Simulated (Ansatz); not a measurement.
Stretching the Se3–H4 bond in FHSeTe (SMILES F[Te][SeH]) (multiplicity 1 held, fragments rigid). Energies count from the point at 1.477 Å.
Geometry at that point (charge 0, multiplicity 1):
```xyz
4

Te     0.4218     0.2981     0.7323
F      1.5858     1.3313    -0.4238
Se    -1.0581    -0.7511    -0.9716
H     -0.2320    -1.9480    -1.2318
```

Unrestricted levels (U-) break spin symmetry where that is lower. Active spaces are followed from a long bond inwards. Levels need not reach the same state.

Cores are frozen in the correlated methods. Filled d and f shells under p-block atoms count as core.

Codes used: Ansatz (a first-principles code). Values without a source in brackets are computed. In def2 rows elements past Kr take small-core potentials, without spin–orbit coupling.

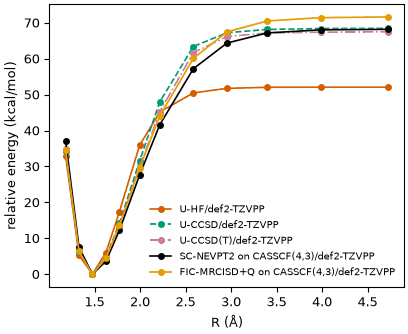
Fig. 1. Relative energy along the coordinate

Read off the U-HF/def2-TZVPP curve at R = 1.995.

about 36 kcal/mol

Doubts at one or more of the structures used: a spin-contaminated determinant (U-HF/def2-TZVPP, U-CCSD/def2-TZVPP, U-CCSD(T)/def2-TZVPP); T1 above 0.05 (U-CCSD/def2-TZVPP, U-CCSD(T)/def2-TZVPP); active orbitals that take no part (SC-NEVPT2 on CASSCF(4,3)/def2-TZVPP, FIC-MRCISD+Q on CASSCF(4,3)/def2-TZVPP).
